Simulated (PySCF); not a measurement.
# NMR shielding calculation of C4H14B2Si

The run: NMR shielding calculation of C4H14B2Si. Method and program: GIAO PBE0/pcSseg-1 NMR shielding, non-relativistic, gas phase (PySCF 2.14.0).

The geometry comes from this level: GFN2-xTB. It belongs to a series of runs on one base structure; here: H on B replaced by BH2. Figures and captions count atoms from 1; the log counts them from 0 in places.

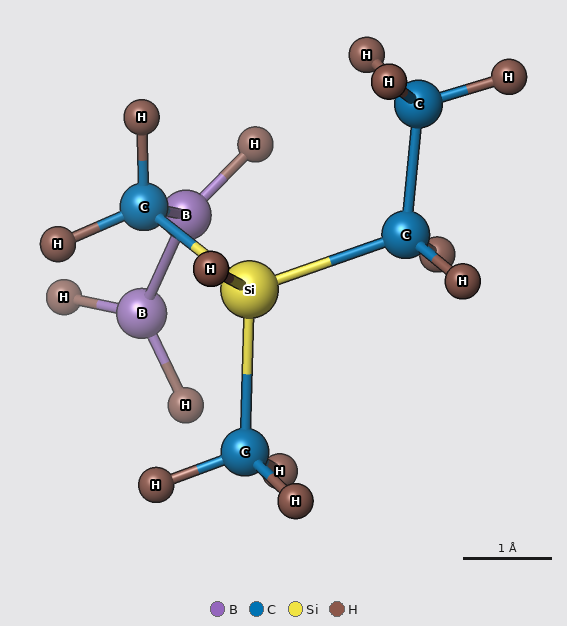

Figure 1. The structure as given in the input (ball-and-stick view, seen at a tilt).

Input file
```
{"job": {"kind": "nmr", "xc": "PBE0", "basis": "pcSseg-1"}, "charge": 0, "multiplicity": 1}
B      2.867363     0.464527     1.229638
B      1.530680     1.123935     0.578586
C      0.951284     0.736064    -0.824327
Si    -0.384571    -0.630555    -0.632087
C      0.396139    -2.248138    -0.008869
C     -1.767687    -0.094790     0.570654
C     -2.443416     1.213585     0.172583
H      3.930622     0.954256     1.125436
H      2.852491    -0.520161     1.870832
H      0.915705     1.941428     1.169360
H      1.699865     0.342875    -1.511665
H      0.463644     1.573994    -1.321661
H     -0.976309    -0.857512    -1.970389
H      0.764360    -2.143380     1.006910
H      1.235035    -2.543385    -0.630999
H     -0.321294    -3.062687    -0.017251
H     -2.525877    -0.877965     0.629799
H     -1.357371     0.013100     1.576749
H     -1.723631     2.027930     0.164732
H     -3.238621     1.470045     0.871135
H     -2.877330     1.133775    -0.821610
```

The first line tells a small driver script what to run in PySCF; the rest is the geometry in Å.

Hardware: 1 CPU thread, shared host.

Command:
```bash
OMP_NUM_THREADS=1 python <driver script> task.json out
```

What the program printed
```
coarse grid: 16824 points
cycle   1  E = -499.4661929402  dE =  1.874e-01  |g| = 5.265e-01  |ddm| = 3.872e+00
cycle   2  E = -499.4525359248  dE =  1.366e-02  |g| = 5.794e-01  |ddm| = 9.349e-01
cycle   3  E = -499.5412988797  dE = -8.876e-02  |g| = 3.729e-02  |ddm| = 5.222e-01
cycle   4  E = -499.5416318346  dE = -3.330e-04  |g| = 1.777e-02  |ddm| = 6.388e-02
cycle   5  E = -499.5417166396  dE = -8.481e-05  |g| = 5.096e-03  |ddm| = 2.199e-02
cycle   6  E = -499.5417233681  dE = -6.728e-06  |g| = 8.569e-04  |ddm| = 5.148e-03
final grid: 154384 points
cycle   7  E = -499.5793389254  dE = -4.650e-05  |g| = 8.604e-03  |ddm| = 3.126e-02
cycle   8  E = -499.5793331976  dE =  5.728e-06  |g| = 9.881e-03  |ddm| = 1.566e-02
cycle   9  E = -499.5793586969  dE = -2.550e-05  |g| = 4.761e-04  |ddm| = 8.441e-03
cycle  10  E = -499.5793587534  dE = -5.653e-08  |g| = 1.632e-04  |ddm| = 6.343e-04
cycle  11  E = -499.5793587602  dE = -6.833e-09  |g| = 5.260e-05  |ddm| = 1.944e-04
cycle  12  E = -499.5793587609  dE = -7.004e-10  |g| = 1.011e-05  |ddm| = 5.680e-05
```

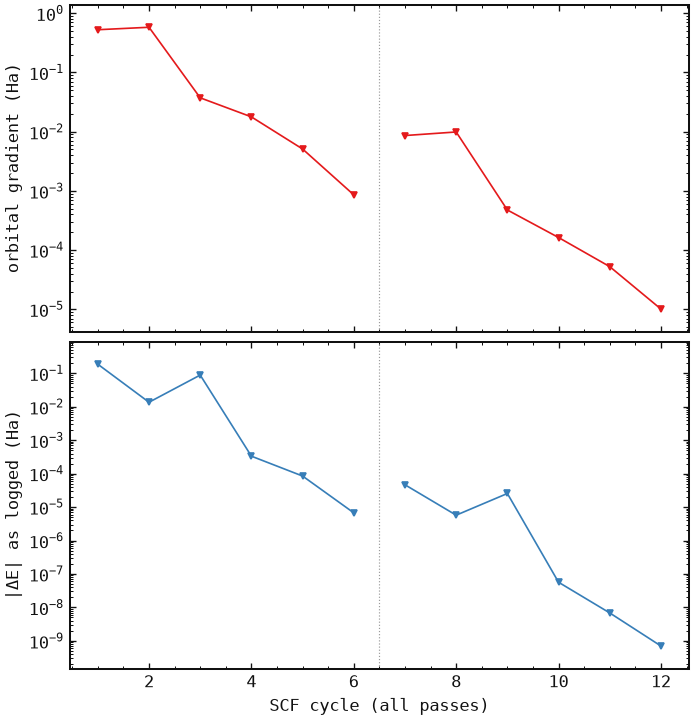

Figure 2. Convergence of the self-consistent field: orbital gradient and size of the energy change against the SCF cycle. The dotted line marks the change from a coarse to the final integration grid. The first 6 cycles use a coarse grid, the final grid takes over at cycle 7, and the field converges after 12 cycles in all.

```
converged SCF energy = -499.5793587609

GIAO shielding tensors (ppm)
atom      isotropic    diamagn.    paramagn.     s11        s22        s33       span
  0 B       -5.712     196.174    -201.886   -133.976    -19.247    136.087    270.063
  1 B        0.808     194.803    -193.995   -107.804    -16.036    126.265    234.069
  2 C      164.084     258.176     -94.092    121.146    166.176    204.929     83.783
  3 Si     364.013     882.213    -518.200    328.219    370.100    393.719     65.500
  4 C      188.795     255.106     -66.311    183.520    189.863    193.003      9.484
  5 C      175.175     254.955     -79.781    170.881    172.685    181.958     11.076
  6 C      176.296     247.198     -70.902    169.160    171.859    187.868     18.708
  7 H       21.682      29.641      -7.959     10.037     25.226     29.783     19.746
  8 H       21.783      29.873      -8.091      8.324     26.404     30.620     22.296
  9 H       22.216      30.941      -8.725     11.400     24.922     30.326     18.927
 10 H       29.892      32.981      -3.089     26.878     27.446     35.351      8.473
 11 H       29.758      33.214      -3.456     25.444     28.217     35.612     10.168
 12 H       27.100      31.043      -3.943     24.555     25.121     31.623      7.068
 13 H       31.423      33.223      -1.800     27.112     29.182     37.974     10.862
 14 H       31.676      31.513       0.163     27.260     28.872     38.896     11.635
 15 H       31.554      30.698       0.856     26.933     28.847     38.882     11.948
 16 H       30.986      32.035      -1.049     25.571     30.188     37.199     11.628
 17 H       31.190      34.263      -3.074     27.140     30.033     36.395      9.255
 18 H       30.468      31.559      -1.091     25.560     29.816     36.028     10.468
 19 H       30.262      28.188       2.074     25.064     27.637     38.085     13.021
 20 H       30.721      29.892       0.829     26.384     28.888     36.891     10.507
```

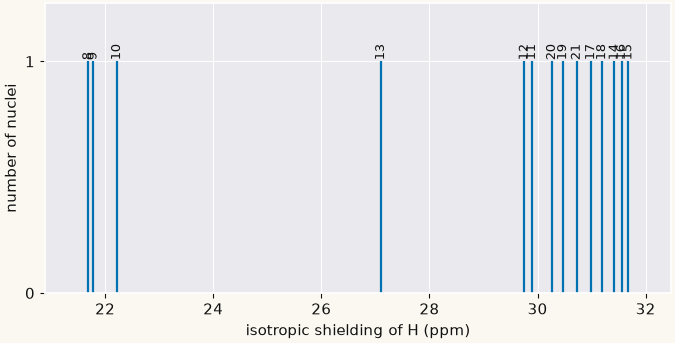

Figure 3. Isotropic shieldings of the hydrogen nuclei in this fixed geometry, labelled by atom number; shielding grows to the right, so chemical shift grows to the left. The least shielded is H8 (21.7 ppm), the most shielded H15 (31.7 ppm).

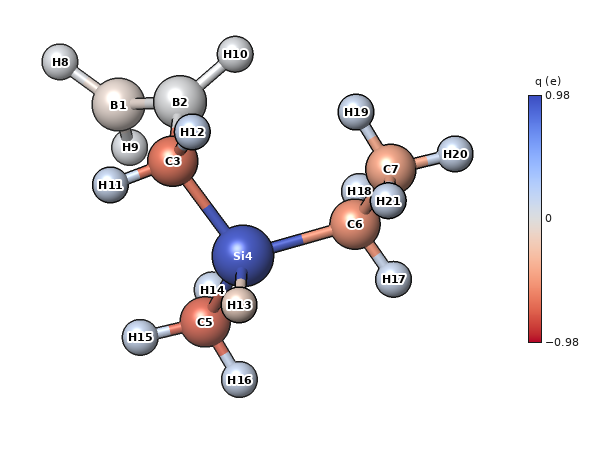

Figure 4. IAO charges, as the colour of each atom (ball-and-stick view, seen at a tilt; atoms are numbered from 1 in the order of the input). By element: B −0.08 to +0.01, C −0.72 to −0.41, Si +0.93 and H −0.13 to +0.16 e.

Key numbers

| quantity | value |
| --- | --- |
| outcome | converged |
| total energy | −499.579359 hartree |
| HOMO | −8.05 eV |
| LUMO | −1.51 eV |
| dipole moment | 0.61 D |
| isotropic shielding, B | −5.7 to 0.8 ppm |
| isotropic shielding, C | 164.1 to 188.8 ppm |
| isotropic shielding, Si | 364.0 ppm |
| isotropic shielding, H | 21.7 to 31.7 ppm |
| wall time | 60 s |
| peak memory | 0.88 GiB |
